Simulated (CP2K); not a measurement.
**Two attempts at CH4F2OSi (SMILES OC[SiH](F)F)**

Aim: energy and gradient of CH4F2OSi at AM1.

Program for the calculation: CP2K 2026.2.

### 1 The molecule

The species is CH4F2OSi (9 atoms), meant as a singlet with charge 0. SMILES: `OC[SiH](F)F`. The shape is that of a GFN2-xTB optimisation. This is one conformer, not always the lowest.

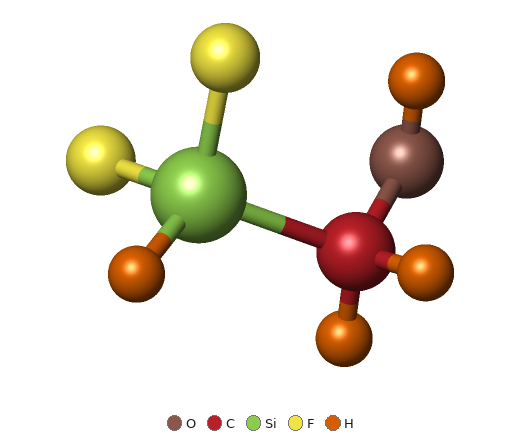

Viewed from a chosen angle; oxygen brown, carbon red, silicon green, fluorine yellow, hydrogen orange.

### 2 The input as first written

molecule.inp reads:

```
&GLOBAL
    PROJECT_NAME molecule
    RUN_TYPE ENERGY_FORCE
    PRINT_LEVEL MEDIUM
&END GLOBAL

&FORCE_EVAL
    METHOD QUICKSTEP
    &DFT
        CHARGE 0
        MULTIPLICITY 1
        ! Quickstep
        &QS
            METHOD AM1
            EPS_DEFAULT 1.0E-10
            &SE
                &COULOMB
                    CUTOFF [angstrom] 50
                    RC_RANGE [angstrom] 0
                &END COULOMB
                &EXCHANGE
                    CUTOFF [angstrom] 50
                    RC_RANGE [angstrom] 0
                &END EXCHANGE
            &END SE
        &END QS
        &POISSON
            PERIODIC NONE
            POISSON_SOLVER ANALYTIC
        &END POISSON
        ! SCF settings
        &SCF
            SCF_GUESS ATOMIC
            EPS_SCF 1.0E-07
            MAX_SCF 4
            IGNORE_CONVERGENCE_FAILURE T
            &OT ON
                MINIMIZER DIIS
                PRECONDITIONER FULL_ALL
            &END OT
        &END SCF
        &PRINT
            &MOMENTS
                PERIODIC F
                REFERENCE COM
                MAX_MOMENT 1
            &END MOMENTS
            &MO_CUBES
                NLUMO 5
                NHOMO -1
                WRITE_CUBE F
            &END MO_CUBES
            &HIRSHFELD OFF
            &END HIRSHFELD
        &END PRINT
    &END DFT
    ! structure
    &SUBSYS
        &CELL
            ABC [angstrom] 13.6 13.7 14.1
            PERIODIC NONE
        &END CELL
        &COORD
            O      0.130480    -0.835050    -1.510710
            C      0.499460    -0.758490    -0.141010
            Si    -0.440950     0.636810     0.748050
            F     -2.014510     0.471100     0.560120
            F     -0.161850     1.973800    -0.088990
            H      0.297010     0.015620    -1.930980
            H      1.587120    -0.641260    -0.049830
            H      0.252450    -1.736800     0.275160
            H     -0.149210     0.874270     2.138180
        &END COORD
        &TOPOLOGY
            &CENTER_COORDINATES
            &END CENTER_COORDINATES
        &END TOPOLOGY
    &END SUBSYS
    ! extra output
    &PRINT
        &FORCES ON
        &END FORCES
    &END PRINT
&END FORCE_EVAL
```

On the command line:

```
OMP_NUM_THREADS=1 cp2k.psmp molecule.inp > molecule.out
```

The program printed:

```text
CP2K| version string:                                       CP2K version 2026.2
 CP2K| Input file name                                              molecule.inp

 GLOBAL| Basis set file name                                           BASIS_SET
 GLOBAL| Potential file name                                           POTENTIAL
 GLOBAL| Coordinate file name                                      __STD_INPUT__
 GLOBAL| Method name                                                        CP2K
 GLOBAL| Project name                                                   molecule
 GLOBAL| Run type                                                   ENERGY_FORCE
 GLOBAL| FFT library                                                       FFTW3
 GLOBAL| Diagonalization library                                       ScaLAPACK
 GLOBAL| Global print level                                               MEDIUM
 GLOBAL| Total number of message passing processes                             1
 GLOBAL| Number of threads for this process                                    1
 GLOBAL| CPU model name                                                  UNKNOWN

[... 176 lines left out ...]
  Step     Update method      Time    Convergence         Total energy    Change
[... 13 lines left out ...]
  Total energy [eV]:                                        -1536.32054497831746
[... 2 lines left out ...]
  Heat of formation [kcal/mol]:                               348.96503195263352
[... 1 line left out ...]
 *** WARNING in qs_scf.F:700 :: SCF run NOT converged ***
[... 11 lines left out ...]
 SE_DIPOLE| Dipole type                                             non-periodic
 SE_DIPOLE| Moment [a.u.]          -1.03670696       1.20446945      -1.39295366
 SE_DIPOLE| Moment [Debye]         -2.63504600       3.06145569      -3.54053470
 SE_DIPOLE| Derivative [a.u.]       0.00000000       0.00000000       0.00000000
[... 1 line left out ...]
 *** WARNING in qs_scf_post_se.F:140 :: Printing of MO cube files not ***
[... 44 lines left out ...]
 -------------------------------------------------------------------------------
```

Run time: 0.28 s. Hardware: 1 thread of Arm Neoverse V1, shared host.

### 3 Diagnosis

The run stopped without converging.

The fault: few scf steps. Among its listed settings the sound run differs in this, and the input shows the rest: SCF iteration cap 30 in place of 4; outer scf 10 in place of 0.

### 4 The mended input

qs.inp reads:

```
&FORCE_EVAL
    METHOD QS
    &DFT
        ! Quickstep
        &QS
            METHOD AM1
            EPS_DEFAULT 1.0E-10
            &SE
                &COULOMB
                    CUTOFF [angstrom] 50
                    RC_RANGE [angstrom] 0
                &END
                &EXCHANGE
                    CUTOFF [angstrom] 50
                    RC_RANGE [angstrom] 0
                &END
            &END
        &END
        &POISSON
            PERIODIC NONE
            POISSON_SOLVER ANALYTIC
        &END
        ! SCF settings
        &SCF
            SCF_GUESS ATOMIC
            EPS_SCF 1.0E-07
            MAX_SCF 30
            &OT
                MINIMIZER DIIS
                PRECONDITIONER FULL_ALL
                LINESEARCH GOLD
            &END
            &OUTER_SCF
                EPS_SCF 1.0E-07
                MAX_SCF 10
            &END
        &END
        ! extra output
        &PRINT
            &MOMENTS
                PERIODIC F
                REFERENCE COM
                MAX_MOMENT 1
            &END
            &MO_CUBES
                NLUMO 5
                NHOMO -1
                WRITE_CUBE F
            &END
            &HIRSHFELD OFF
            &END
        &END
    &END
    ! atoms, cell and kinds
    &SUBSYS
        &CELL
            ABC 13.6 13.7 14.1
            PERIODIC NONE
        &END
        &COORD
            O      0.130480    -0.835050    -1.510710
            C      0.499460    -0.758490    -0.141010
            Si    -0.440950     0.636810     0.748050
            F     -2.014510     0.471100     0.560120
            F     -0.161850     1.973800    -0.088990
            H      0.297010     0.015620    -1.930980
            H      1.587120    -0.641260    -0.049830
            H      0.252450    -1.736800     0.275160
            H     -0.149210     0.874270     2.138180
        &END
        &TOPOLOGY
            &CENTER_COORDINATES
            &END
        &END
    &END
    ! extra output
    &PRINT
        &FORCES ON
        &END
    &END
&END
&GLOBAL
    PROJECT_NAME qs
    RUN_TYPE ENERGY_FORCE
    PRINT_LEVEL MEDIUM
&END
```

On the command line:

```
OMP_NUM_THREADS=1 cp2k.psmp qs.inp > qs.out
```

The program printed:

```text
CP2K| version string:                                       CP2K version 2026.2
[...]
 GLOBAL| Method name                                                        CP2K
[...]
 GLOBAL| Run type                                                   ENERGY_FORCE
[...]
                             - Atoms:                                          9
[...]
                             - Spherical basis functions:                     24
[...]
 Number of electrons:                                                         32
[...]
     1 OT DIIS     0.15E+00    0.0     0.39786065       -51.6439787525 -5.16E+01
[...]
     9 OT DIIS     0.15E+00    0.0     0.00000003       -57.3923853359 -1.62E-12
  *** SCF run converged in     9 steps ***
  Core-core repulsion energy [eV]:                           2402.96761520279006
  Core Hamiltonian energy [eV]:                             -2621.92899626097187
  Two-electron integral energy [eV]:                        -2685.52969352238142
  Electronic energy [eV]:                                   -3964.69384302216213
  Total energy [eV]:                                        -1561.72622781937230
  Atomic reference energy [eV]:                              1551.45309980086540
  Heat of formation [kcal/mol]:                              -236.90397882385844
[...]
 SE_DIPOLE| Moment [Debye]         -1.75988484       0.12242684      -1.84955602
 SE_DIPOLE| Derivative [a.u.]       0.00000000       0.00000000       0.00000000
 *** WARNING in qs_scf_post_se.F:140 :: Printing of MO cube files not ***
 *** implemented for Semi-Empirical method.                           ***
 ENERGY| Total FORCE_EVAL ( QS ) energy [hartree]            -57.392385335929561
 FORCES| Atomic forces [hartree/bohr]
 FORCES|   Atom     x               y               z               |f|
 FORCES|      1 -2.24344853E-03 -7.53012861E-03  1.80367897E-03   8.06158521E-03
 FORCES|      2 -1.27613257E-02  2.69822272E-02 -1.23845381E-03   2.98734964E-02
 FORCES|      3  1.72367319E-02 -1.18844448E-02 -2.17865264E-03   2.10497383E-02
 FORCES|      4 -2.51994362E-02 -5.96407758E-03 -7.00946122E-04   2.59050793E-02
 FORCES|      5  6.51399463E-03  1.56377959E-02 -9.42855035E-03   1.93873760E-02
 FORCES|      6  2.77415577E-03  3.16180319E-03  3.98337039E-03   5.79311482E-03
 FORCES|      7  1.53024525E-02  2.89961111E-03 -5.22818150E-05   1.55748365E-02
 FORCES|      8 -6.32275008E-03 -1.84249676E-02  5.29727829E-03   2.01870690E-02
 FORCES|      9  4.69962569E-03 -4.87781874E-03  2.51455708E-03   7.22513630E-03
 FORCES| Sum    -4.16333634E-17  7.77156117E-16 -1.99840144E-15
 FORCES| Total atomic force                                       2.14460097E-15
[...]
```

Run time: 0.56 s. Hardware: 1 thread of Arm Neoverse V1, shared host.

### 5 Summary of results

Level: AM1.

| quantity | value |
| --- | --- |
| total energy | -57.39239 Eh |
| dipole moment | 2.56 D |
| heat of formation at this unrelaxed shape | -236.9 kcal/mol |
| largest force on an atom | 1.536 eV/Å |

The largest force is 1.54 eV/Å: the shape isn't a stationary point for this species at this level.
